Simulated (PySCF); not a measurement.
# C7H8P (SMILES C1=C[PH+]2C=CC1C=C2) (charge +1): what the fields show

The calculation's input:

```
{"job": {"kind": "nmr", "xc": "PBE0", "basis": "pcSseg-1"}, "charge": 1, "multiplicity": 1}
C     -0.579091    -0.436047    -1.390423
C     -0.516672     0.891542    -1.372876
P      0.140816     1.450831     0.200310
C     -0.926830     0.556384     1.331429
C     -0.943193    -0.733798     1.012220
C     -0.118182    -1.209378    -0.169154
C      1.326171    -0.828164     0.097880
C      1.626790     0.450324     0.302634
H     -0.941007    -1.003062    -2.232018
H     -0.810425     1.558343    -2.164988
H      0.273362     2.806186     0.387496
H     -1.461373     1.025171     2.139378
H     -1.514433    -1.471718     1.550675
H     -0.223205    -2.282057    -0.317786
H      2.056235    -1.620605     0.109866
H      2.603439     0.854990     0.503946
```

Run with:

```sh
OMP_NUM_THREADS=1 python probes_run.py task.json out
```

Geometry: GFN2-xTB.

Computed with PBE0/pcSseg-1, SCF density, gas phase, non-relativistic (PySCF 2.14.0).

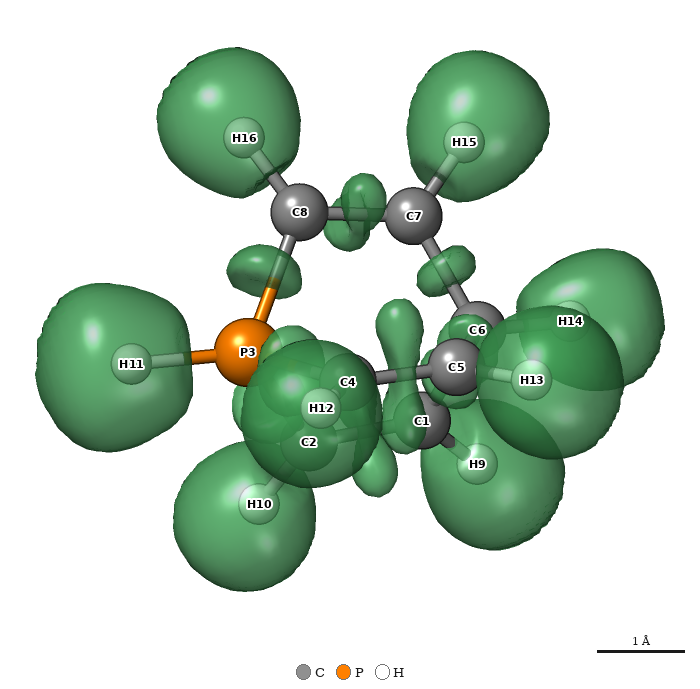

Figure 1. Isosurface of the ELF at 0.85 (green), seen at a tilt. Core shells and regions of very low density are left out.

Question: Identify the bonds, lone pairs and shells in this picture.

Answer: The surface consists of six regions between bonded C–C atoms (shared pairs), three regions between bonded C–P atoms (shared pairs) and eight regions around hydrogen nuclei. Profiles from the grid: C–C (1.33 Å): the ELF peaks at about 0.90 between the atoms: a short, multiple covalent bond. C–P (1.79 Å): the ELF peaks at about 0.95 between the atoms (localised, covalent bonding).

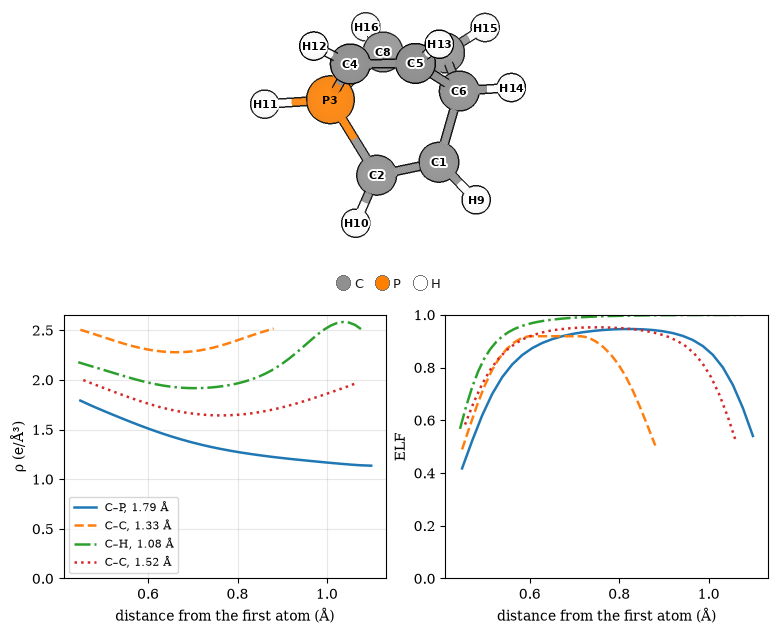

Figure 2. Electron density and electron localisation function along straight lines between neighbouring atoms. The curves leave out the atomic cores. The structure is drawn too.

Question: What kind of bonding do the profiles show?

Answer: C–P (1.79 Å): the density is about 1.2 e/Å³ at the midpoint; the ELF peaks at about 0.95 between the atoms (a shared electron pair).
C–C (1.33 Å): ρ at the midpoint is about 2.3 e/Å³; the ELF peaks at about 0.90 between the atoms; a multiple bond.
C–H (1.08 Å): ρ at the midpoint is about 2 e/Å³; the ELF climbs to about 1 towards the hydrogen, as it does in any bond to H: a covalent bond by its length.
C–C (1.52 Å): ρ is about 1.6 e/Å³ halfway; the ELF peaks at about 0.95 between the atoms, as expected for a covalent bond.
